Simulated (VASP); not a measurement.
# Lattice of GaN across functionals and dispersion corrections, part 2 of 3

Aim: relax GaN at several levels and hold each cell against experiment. The start is a cell from a database of measured crystal structures.

VASP 6.6.1, plane waves and PAW; the level of theory is named at each step.

So far. Step 2 (Relaxation with LDA): It ends with a largest force of 0.010 eV/Å and a pressure of 0.04 GPa. The volume lies -2.0 % from that of the database's start, which holds the thermal and zero-point expansion of its experiment. The conventional cell has a = 3.154 and c = 5.144 Å.

The database entry behind the starting cell differs from later determinations by our own check (about 0.3 % short, ideal inner coordinate), so it need not match the best structure at ambient conditions.

## Step 3: Relaxation with PBE

This step: PBE; plane waves and PAW (Ga_d, N) (VASP 6.6.1).

PBE, the usual starting point, adds the gradient of the density.

File INCAR:

```
SYSTEM = GaN
PREC = Accurate
ENCUT = 560
EDIFF = 1E-06
NELM = 100
ISMEAR = -1
SIGMA = 0.05
LREAL = .FALSE.
ALGO = Normal
GGA = PE
NBANDS = 24
LORBIT = 11
LWAVE = .FALSE.
LCHARG = .FALSE.
KPAR = 4
IBRION = 2
NSW = 60
ISIF = 3
EDIFFG = -0.01
```

File POSCAR:

```
GaN
1.0
    3.1800000000      0.0000000000      0.0000000000
   -1.5900000000      2.7539607840      0.0000000000
    0.0000000000      0.0000000000      5.1660000000
Ga N
2 2
Direct
    0.3333333333      0.6666666667      0.0000000000
    0.6666666667      0.3333333333      0.5000000000
    0.3333333333      0.6666666667      0.3750000000
    0.6666666667      0.3333333333      0.8750000000
```

File KPOINTS:

```
Automatic mesh
0
Gamma
8 8 5
0 0 0
```

The projector-augmented-wave data sets are Ga_d and N (PBE family, release 64).

Started as:

```
$ mpirun -np 4 vasp_std
```

What it wrote:

```text
[banner, memory and clock lines left out]
running    4 mpi-ranks, on    1 nodes
 distrk:  each k-point on    1 cores,    4 groups
 distr:  one band on    1 cores,    1 groups

 POSCAR found type information on POSCAR GaN
 POSCAR found :  2 types and       4 ions
 LDA part: xc-table for (Slater+PW92), standard interpolation
 POSCAR, INCAR and KPOINTS ok, starting setup
 FFT: planning ... GRIDC
 FFT: planning ... GRID_SOFT
 FFT: planning ... GRID
 WAVECAR not read
 entering main loop
       N       E                     dE             d eps       ncg     rms          rms(c)
DAV:   1     0.279887377112E+03    0.27989E+03   -0.19117E+04  1560   0.294E+03
DAV:   2     0.541385129558E+01   -0.27447E+03   -0.26235E+03  1592   0.530E+02
DAV:   3    -0.272848257483E+02   -0.32699E+02   -0.32427E+02  1728   0.147E+02
DAV:   4    -0.283181099986E+02   -0.10333E+01   -0.10312E+01  1792   0.293E+01
DAV:   5    -0.283359655030E+02   -0.17856E-01   -0.17851E-01  1760   0.341E+00    0.110E+01
DAV:   6    -0.241754538037E+02    0.41605E+01   -0.12589E+01  2464   0.537E+01    0.303E+00
DAV:   7    -0.242978075787E+02   -0.12235E+00   -0.16809E+00  1568   0.104E+01    0.272E+00
DAV:   8    -0.242945803410E+02    0.32272E-02   -0.19092E-01  2184   0.683E+00    0.770E-01
DAV:   9    -0.242771039987E+02    0.17476E-01   -0.78163E-02  2496   0.480E+00    0.330E-01
DAV:  10    -0.242779187374E+02   -0.81474E-03   -0.45294E-03  1648   0.662E-01    0.132E-01
DAV:  11    -0.242778333883E+02    0.85349E-04   -0.11828E-03  2120   0.608E-01    0.278E-02
DAV:  12    -0.242778459114E+02   -0.12523E-04   -0.12664E-04  1568   0.835E-02    0.172E-02
DAV:  13    -0.242778460946E+02   -0.18319E-06   -0.28868E-05  1864   0.884E-02    0.122E-02
DAV:  14    -0.242778463544E+02   -0.25979E-06   -0.52754E-06  1728   0.234E-02
   1 F= -.24277846E+02 E0= -.24277846E+02  d E =-.242778E+02
 curvature:   0.00 expect dE= 0.000E+00 dE for cont linesearch  0.000E+00
 trial: gam= 0.00000 g(F)=  0.350E-02 g(S)=  0.154E+00 ort = 0.000E+00 (trialstep = 0.100E+01)
 search vector abs. value=  0.158E+00
 bond charge predicted
       N       E                     dE             d eps       ncg     rms          rms(c)
DAV:   1    -0.257008662205E+02   -0.14230E+01   -0.23224E+01  1736   0.108E+02    0.726E+00
DAV:   2    -0.246497601079E+02    0.10511E+01   -0.25888E+00  1904   0.332E+01    0.362E+00
DAV:   3    -0.243149733896E+02    0.33479E+00   -0.79271E-01  2120   0.204E+01    0.715E-01
DAV:   4    -0.243098655692E+02    0.51078E-02   -0.15158E-01  1456   0.308E+00    0.564E-01
DAV:   5    -0.242970490362E+02    0.12817E-01   -0.11395E-02  2192   0.975E-01    0.339E-01
DAV:   6    -0.242899812532E+02    0.70678E-02   -0.74766E-03  1968   0.125E+00    0.423E-02
DAV:   7    -0.242899691677E+02    0.12086E-04   -0.39319E-04  1720   0.219E-01    0.155E-02
DAV:   8    -0.242899724834E+02   -0.33158E-05   -0.43495E-05  1824   0.974E-02    0.883E-03
DAV:   9    -0.242899728510E+02   -0.36754E-06   -0.46749E-06  1560   0.454E-02
   2 F= -.24289973E+02 E0= -.24289973E+02  d E =-.121265E-01
[...]
3 F= -.24318748E+02 E0= -.24318748E+02  d E =-.409018E-01
[...]
4 F= -.24318735E+02 E0= -.24318735E+02  d E =-.408891E-01
 curvature:  -0.26 expect dE=-0.262E-04 dE for cont linesearch -0.156E-04
 ZBRENT: accuracy reached
 trial: gam=-0.01881 g(F)=  0.305E-04 g(S)=  0.696E-04 ort = 0.307E-02 (trialstep = 0.905E+00)
 search vector abs. value=  0.406E-04
 bond charge predicted
       N       E                     dE             d eps       ncg     rms          rms(c)
DAV:   1    -0.243188096156E+02   -0.73438E-04   -0.38799E-03  1496   0.472E-01    0.454E-02
DAV:   2    -0.243187812056E+02    0.28410E-04   -0.13020E-04  1968   0.158E-01    0.267E-02
DAV:   3    -0.243187620963E+02    0.19109E-04   -0.26812E-05  2000   0.743E-02    0.242E-03
DAV:   4    -0.243187627893E+02   -0.69297E-06   -0.77278E-06  1504   0.259E-02
   5 F= -.24318763E+02 E0= -.24318763E+02  d E =-.273255E-04
 trial-energy change:   -0.000027  1 .order   -0.000026   -0.000038   -0.000015
 step:   1.4558(harm=  1.4558)  dis= 0.00071  next Energy=   -24.318766 (dE=-0.309E-04)
 reached required accuracy - stopping structural energy minimisation
```

It took 21 s on 4 MPI ranks of AMD EPYC 9R45, shared host; peak memory 0.7 GiB.

OUTCAR, selected parts (step 3):

```text
 Found     30 irreducible k-points:

   NELECT =      36.0000    total number of electrons

 E-fermi :   5.8994

 k-point     1 :       0.0000    0.0000    0.0000
  band No.  band energies     occupation
    ...
     14       4.0182      2.00000
     15       4.0182      2.00000
     16       4.9725      2.00000
     17       5.0139      2.00000
     18       5.0139      2.00000
     19       6.7277      0.00000
     20       9.0815      0.00000
     21      14.0307      0.00000
     22      14.7393      0.00000
     23      14.7393      0.00000
    ...

 k-point     2 :       0.1250    0.0000    0.0000
  band No.  band energies     occupation
    ...
     14       2.9794      2.00000
     15       3.7211      2.00000
     16       3.8374      2.00000
     17       4.8227      2.00000
     18       4.8795      2.00000
     19       7.7983      0.00000
     20       9.9360      0.00000
     21      13.5015      0.00000
     22      13.9948      0.00000
     23      15.1004      0.00000
    ...

  Total        0.0285617      0.0285617      0.0283478      0.0000000     -0.0000000      0.0000000
  in kB        0.9733271      0.9733271      0.9660371      0.0000000     -0.0000000      0.0000000
  external PRESSURE =       0.9708971 kB  Pullay stress =       0.0000000 kB

  energy-cutoff  :      560.00
  volume of cell :       47.01
      direct lattice vectors                 reciprocal lattice vectors
     3.217513813  0.000000000  0.000000000     0.310798976  0.179439873  0.000000000
    -1.608756907  2.786448699  0.000000000    -0.000000000  0.358879745  0.000000000
    -0.000000000 -0.000000000  5.244023439    -0.000000000 -0.000000000  0.190693274

 POSITION                                       TOTAL-FORCE (eV/Angst)
 -----------------------------------------------------------------------------------
     -0.00000      1.85763      5.24005         0.000000      0.000000     -0.007589
      1.60876      0.92882      2.61804         0.000000      0.000000     -0.007589
     -0.00000      1.85763      1.97048        -0.000000     -0.000000      0.007589
      1.60876      0.92882      4.59250        -0.000000     -0.000000      0.007589
 -----------------------------------------------------------------------------------
    total drift:                                0.000000      0.000000     -0.000004

  FREE ENERGIE OF THE ION-ELECTRON SYSTEM (eV)
  ---------------------------------------------------
  free  energy   TOTEN  =       -24.3187627893 eV

  energy  without entropy=      -24.3187627885  energy(sigma->0) =      -24.31876279

 total charge
# of ion       s       p       d       tot
------------------------------------------
    1        0.783   0.864  10.162  11.809
    2        0.783   0.864  10.162  11.809
    3        1.224   2.499   0.000   3.723
    4        1.224   2.499   0.000   3.723
--------------------------------------------------
tot          4.014   6.725  20.325  31.064

[... 9 parts as in an earlier step ...]

[... 5 further parts left out ...]
```

CONTCAR:

```
GaN
   1.00000000000000
     3.2175138134244072    0.0000000000000000    0.0000000000000000
    -1.6087569067122036    2.7864486994171442    0.0000000000000000
    -0.0000000000000000   -0.0000000000000000    5.2440234389033611
  Ga              N
     2     2
Direct
     0.3333333332999970    0.6666666667000030    0.9992418721384116
     0.6666666667000030    0.3333333332999970    0.4992418721384117
     0.3333333332999970    0.6666666667000030    0.3757581278615883
     0.6666666667000030    0.3333333332999970    0.8757581278615884
```

The steps of the relaxation:

```csv
step,energy less that of the first step (eV),largest force (eV/Å),pressure (GPa),volume (Å³)
1,0.0000,0.1347,7.24,45.24
2,-0.0121,0.0629,-5.26,48.67
3,-0.0409,0.0102,-0.15,47.05
4,-0.0409,0.0126,0.14,47.01
5,-0.0409,0.0076,0.10,47.01
```

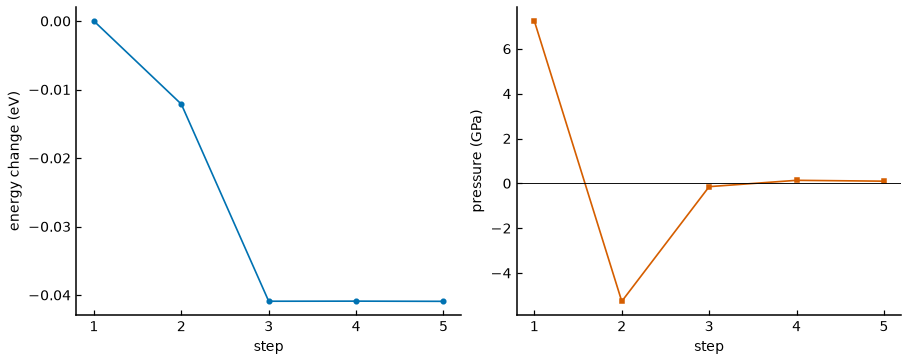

Energy and pressure along the relaxation.

```csv
"conventional cell, symmetrised",before,after,change
a (Å),3.180,3.218,+1.2 %
b (Å),3.180,3.218,+1.2 %
c (Å),5.166,5.244,+1.5 %
volume (Å³/atom),11.31,11.75,+3.9 %
```

The relaxed structure:

```
Ga N
1.0
     3.21751    0.00000    0.00000
    -1.60876    2.78645    0.00000
     0.00000    0.00000    5.24402
Ga N
2 2
Cartesian
  0.0000 1.8576 -0.0040
  1.6088 0.9288 2.6180
  0.0000 1.8576 1.9705
  1.6088 0.9288 4.5925
```

Numbers from this step:

| Item | Value |
| --- | --- |
| free energy (TOTEN) | -24.32 eV |
| Fermi energy | 5.899 eV |
| pressure | 0.09709 GPa |
| SCF cycles over all ionic steps | 41 |
| gap on the k-mesh | 1.714 eV |
| least direct gap on the k-mesh | 1.714 eV |

It ends at 11.75 Å³/atom, +3.9 % from the start, with 0.10 GPa left. The conventional cell has a = 3.218 and c = 5.244 Å.

## Step 4: Relaxation with r2SCAN

This step: r2SCAN; plane waves and PAW (Ga_d, N) (VASP 6.6.1).

r2SCAN adds the kinetic-energy density, costs more than a GGA and is run with LASPH.

Changes to INCAR since step 3:

```diff
@@ -9,3 +9,4 @@
 ALGO = Normal
-GGA = PE
+METAGGA = R2SCAN
+LASPH = .TRUE.
 NBANDS = 24
```

POSCAR is that of step 3.

KPOINTS is that of step 3.

Started as:

```
$ mpirun -np 4 vasp_std
```

What it wrote:

```text
[banner, memory and clock lines left out]
running    4 mpi-ranks, on    1 nodes
[...]
[... a notice as in an earlier step ...]

 LDA part: xc-table for (None), standard interpolation
 POSCAR, INCAR and KPOINTS ok, starting setup
[...]
entering main loop
       N       E                     dE             d eps       ncg     rms          rms(c)
DAV:   1     0.261151527344E+03    0.26115E+03   -0.19618E+04  1552   0.302E+03
DAV:   2    -0.192505680245E+02   -0.28040E+03   -0.26829E+03  1576   0.544E+02
DAV:   3    -0.526063703335E+02   -0.33356E+02   -0.33091E+02  1736   0.150E+02
DAV:   4    -0.536568730228E+02   -0.10505E+01   -0.10486E+01  1800   0.300E+01
[...]
DAV:  12    -0.438173863871E+02   -0.11212E-04   -0.21071E-05  2168   0.678E-02    0.143E-02
DAV:  13    -0.438173841937E+02    0.21934E-05   -0.38042E-06  1768   0.506E-02    0.593E-03
DAV:  14    -0.438173838568E+02    0.33697E-06   -0.29770E-06  1608   0.153E-02
   1 F= -.43817384E+02 E0= -.43817384E+02  d E =-.438174E+02
[... from here on, the cycles between the ionic steps are left out ...]
   2 F= -.43816957E+02 E0= -.43816957E+02  d E =0.426910E-03
   3 F= -.43822257E+02 E0= -.43822257E+02  d E =-.487310E-02
   4 F= -.43822254E+02 E0= -.43822254E+02  d E =-.486990E-02
   5 F= -.43822282E+02 E0= -.43822282E+02  d E =-.285139E-04
   6 F= -.43822282E+02 E0= -.43822282E+02  d E =-.281238E-04
[...]
reached required accuracy - stopping structural energy minimisation
```

Run time: 1.7 min. Hardware: 4 MPI ranks; peak memory 0.74 GiB.

From OUTCAR (step 4):

```text
  Total        0.0211196      0.0211196     -0.0220058      0.0000000     -0.0000000      0.0000000
  in kB        0.7397942      0.7397942     -0.7708365      0.0000000     -0.0000000      0.0000000
  external PRESSURE =       0.2362506 kB  Pullay stress =       0.0000000 kB

 POSITION                                       TOTAL-FORCE (eV/Angst)
 -----------------------------------------------------------------------------------
     -0.00000      1.84069      5.19214        -0.000000      0.000000     -0.001325
      1.59409      0.92035      2.59414        -0.000000     -0.000000     -0.001325
     -0.00000      1.84069      1.95238         0.000000     -0.000000      0.001325
      1.59409      0.92035      4.55038         0.000000      0.000000      0.001325
 -----------------------------------------------------------------------------------
    total drift:                                0.000001      0.000001      0.048323

  FREE ENERGIE OF THE ION-ELECTRON SYSTEM (eV)
  ---------------------------------------------------
  free  energy   TOTEN  =       -43.8222818830 eV

  energy  without entropy=      -43.8222818829  energy(sigma->0) =      -43.82228188

[... 2 parts as in an earlier step ...]

[... 2 further parts left out ...]
[key lines of the parts left out:]
E-fermi :   6.0835
```

The PAW data sets were made with PBE, which is usual practice but a small mismatch for other functionals.

Step by step:

```csv
step,energy less that of the first step (eV),largest force (eV/Å),pressure (GPa),volume (Å³)
1,0.0000,0.1348,2.26,45.24
2,0.0004,0.0921,-2.24,46.29
3,-0.0049,0.0161,0.00,45.74
4,-0.0049,0.0134,-0.06,45.75
5,-0.0049,0.0003,0.10,45.74
6,-0.0049,0.0013,0.02,45.74
```

```csv
"conventional cell, symmetrised",before,after,change
a (Å),3.180,3.188,+0.3 %
b (Å),3.180,3.188,+0.3 %
c (Å),5.166,5.196,+0.6 %
volume (Å³/atom),11.31,11.43,+1.1 %
```

Final coordinates:

```xyz
4
Lattice="3.1882 0.0000 0.0000 -1.5941 2.7610 0.0000 0.0000 0.0000 5.1960" Properties=species:S:1:pos:R:3 pbc="T T T"
Ga    0.0000    1.8407   -0.0039
Ga    1.5941    0.9203    2.5941
N     0.0000    1.8407    1.9524
N     1.5941    0.9203    4.5504
```

It ends at 11.43 Å³/atom, +1.1 % from the start, with 0.02 GPa left. The conventional cell has a = 3.188 and c = 5.196 Å.

## Step 5: Relaxation with PBE + D3(BJ)

This step: PBE with D3(BJ); plane waves and PAW (Ga_d, N) (VASP 6.6.1).

A dispersion term adds the long-range attraction that semilocal functionals lack. D3 with Becke-Johnson damping keeps a finite attraction at short range.

Changes to INCAR since step 4:

```diff
@@ -9,4 +9,4 @@
 ALGO = Normal
-METAGGA = R2SCAN
-LASPH = .TRUE.
+GGA = PE
+IVDW = 12
 NBANDS = 24
```

POSCAR is that of step 4.

KPOINTS is that of step 4.

Started as:

```
$ mpirun -np 4 vasp_std
```

What it wrote:

```text
[... set-up lines as in an earlier step ...]
 entering main loop
       N       E                     dE             d eps       ncg     rms          rms(c)
[... 14 cycles as in an earlier step ...]
   1 F= -.25304780E+02 E0= -.25304780E+02  d E =-.253048E+02
[...]
N       E                     dE             d eps       ncg     rms          rms(c)
DAV:   1    -0.246482979813E+02   -0.37045E+00   -0.59691E+00  1840   0.510E+01    0.361E+00
DAV:   2    -0.243991743522E+02    0.24912E+00   -0.73304E-01  1856   0.189E+01    0.175E+00
DAV:   3    -0.243218338152E+02    0.77341E-01   -0.16184E-01  2232   0.933E+00    0.339E-01
DAV:   4    -0.243199509634E+02    0.18829E-02   -0.43197E-02  1512   0.169E+00    0.292E-01
DAV:   5    -0.243181437647E+02    0.18072E-02   -0.16073E-03  2224   0.393E-01    0.181E-01
DAV:   6    -0.243171801513E+02    0.96361E-03   -0.10926E-03  1760   0.563E-01    0.204E-02
DAV:   7    -0.243171755108E+02    0.46405E-05   -0.92287E-05  2120   0.144E-01    0.115E-02
DAV:   8    -0.243171765860E+02   -0.10752E-05   -0.15379E-05  2392   0.364E-02    0.314E-03
DAV:   9    -0.243171761908E+02    0.39527E-06   -0.17904E-06  1168   0.204E-02
   2 F= -.25307330E+02 E0= -.25307330E+02  d E =-.254982E-02
 trial-energy change:   -0.002550  1 .order   -0.003485   -0.041095    0.034126
 step:   0.5277(harm=  0.5463)  dis= 0.00341  next Energy=   -25.315486 (dE=-0.107E-01)
[...]
N       E                     dE             d eps       ncg     rms          rms(c)
DAV:   1    -0.243841421063E+02   -0.66966E-01   -0.12862E+00  1920   0.226E+01    0.174E+00
DAV:   2    -0.243258957473E+02    0.58246E-01   -0.16536E-01  1864   0.919E+00    0.816E-01
DAV:   3    -0.243093690022E+02    0.16527E-01   -0.32770E-02  2272   0.394E+00    0.176E-01
DAV:   4    -0.243087504308E+02    0.61857E-03   -0.76823E-03  1520   0.720E-01    0.118E-01
DAV:   5    -0.243081768937E+02    0.57354E-03   -0.49870E-04  2184   0.220E-01    0.439E-02
DAV:   6    -0.243081042852E+02    0.72608E-04   -0.12513E-04  1672   0.160E-01    0.185E-02
DAV:   7    -0.243081037069E+02    0.57831E-06   -0.58606E-06  1896   0.281E-02
   3 F= -.25315405E+02 E0= -.25315405E+02  d E =-.106246E-01
[...]
reached required accuracy - stopping structural energy minimisation
```

Run time: 15 s. Hardware: 4 MPI ranks; peak memory 0.74 GiB.

OUTCAR, selected parts (step 5):

```text
 Edisp (eV)   -0.99015

 Edisp (eV)   -1.00730

  Total       0.03924     0.03924    -0.00011     0.00000     0.00000    -0.00000
  in kB       1.36390     1.36390    -0.00382     0.00000     0.00000    -0.00000
  external pressure =        0.91 kB  Pullay stress =        0.00 kB

 POSITION                                       TOTAL-FORCE (eV/Angst)
 -----------------------------------------------------------------------------------
     -0.00000      1.84494      5.20834         0.000000     -0.000000     -0.007310
      1.59777      0.92247      2.60242         0.000000     -0.000000     -0.007310
     -0.00000      1.84494      1.95792        -0.000000     -0.000000      0.007310
      1.59777      0.92247      4.56384        -0.000000      0.000000      0.007310
 -----------------------------------------------------------------------------------
    total drift:                               -0.000000      0.000000     -0.000664

  FREE ENERGIE OF THE ION-ELECTRON SYSTEM (eV)
  ---------------------------------------------------
  free  energy   TOTEN  =       -25.3154047156 eV

  energy  without entropy=      -25.3154047154  energy(sigma->0) =      -25.31540472

[... 2 parts as in an earlier step ...]

[... 2 further parts left out ...]
[key lines of the parts left out:]
E-fermi :   6.1814
```

Relaxation path:

```csv
step,energy less that of the first step (eV),largest force (eV/Å),pressure (GPa),volume (Å³)
1,0.0000,0.1339,3.46,45.24
2,-0.0025,0.0839,-2.82,46.86
3,-0.0106,0.0073,0.09,46.09
```

```csv
"conventional cell, symmetrised",before,after,change
a (Å),3.180,3.196,+0.5 %
b (Å),3.180,3.196,+0.5 %
c (Å),5.166,5.212,+0.9 %
volume (Å³/atom),11.31,11.52,+1.9 %
```

Final coordinates:

```xyz
4
Lattice="3.1955 0.0000 0.0000 -1.5978 2.7674 0.0000 0.0000 0.0000 5.2118" Properties=species:S:1:pos:R:3 pbc="T T T"
Ga    0.0000    1.8449   -0.0035
Ga    1.5978    0.9225    2.6024
N     0.0000    1.8449    1.9579
N     1.5978    0.9225    4.5638
```

It ends at 11.52 Å³/atom, +1.9 % from the start, with 0.09 GPa left. The conventional cell has a = 3.196 and c = 5.212 Å. Against plain PBE, the dispersion term moves a by -0.7 % and c by -0.6 %.

[end of part 2 of 3]

[Lines on the potential files, build, host, timing and source positions are cut from VASP's logs without a mark.]

[Logs are printed without paths, hosts, clocks, repeated set-up lines and the standing remarks that a program may print on its own settings, such as how far it seeks lower states.]

[Hosts, paths, dates, database ids (printed as entryN), source tags and the programs' standing remarks are cut or masked in the printed files.]

[Measured values are set beside computed ones only where the two were judged alike; some that the calculation misses by far are left out.]
